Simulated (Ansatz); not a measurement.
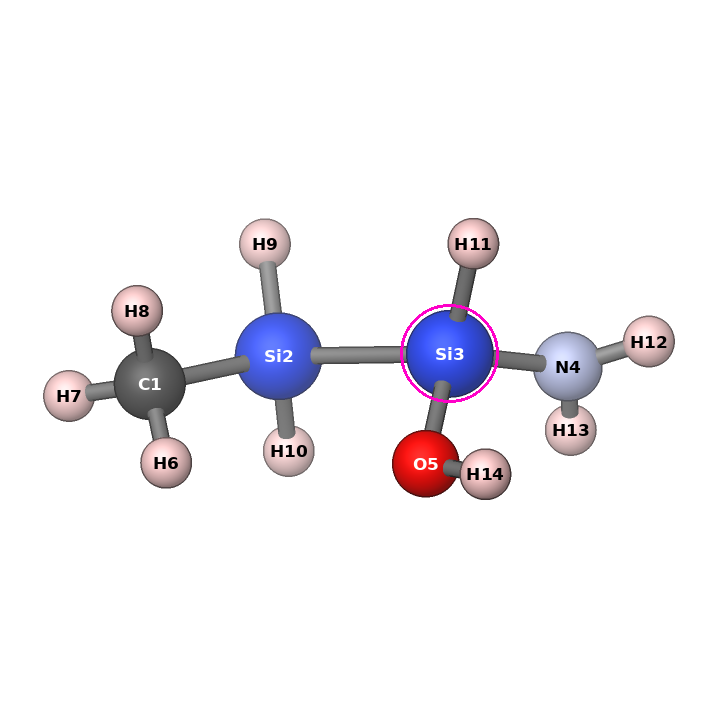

Depth is shown by fading: the farther an atom, the more it takes the colour of the background. Circles mark the stereogenic atoms. The geometry was computed by an optimisation with PBE-D4/def2-SVP. No frequency run is at hand to confirm it as a minimum.

Question: Assign CIP descriptors.

Answer: Si3: R (priorities Si2 > O5 > N4 > H11).
